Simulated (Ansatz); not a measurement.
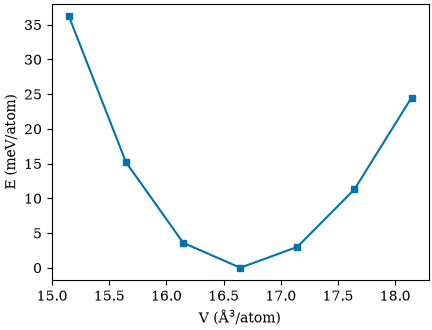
Fig. 1. GaP (CsCl type, Pm-3m) under volume change, PBE in the plane-wave PAW code Ansatz, scaled uniformly.

What does a third-order Birch–Murnaghan fit give for V₀, B₀ and B′?

V₀ = 16.66 Å³/atom, B₀ = 70.6 GPa, B′ = 4.7.

The cell is a constructed one: a structure type filled with these elements; neither database checked (COD, Materials Project) lists it. It is not the phase usual at ambient conditions (space group No. 216). The cell was relaxed with PBE under the symmetry of its start; its stability against distortions is not shown here. Scalar-relativistic: spin–orbit coupling is off unless named, which matters more the heavier the elements.

Potentials: the later of the program's two PAW sets.
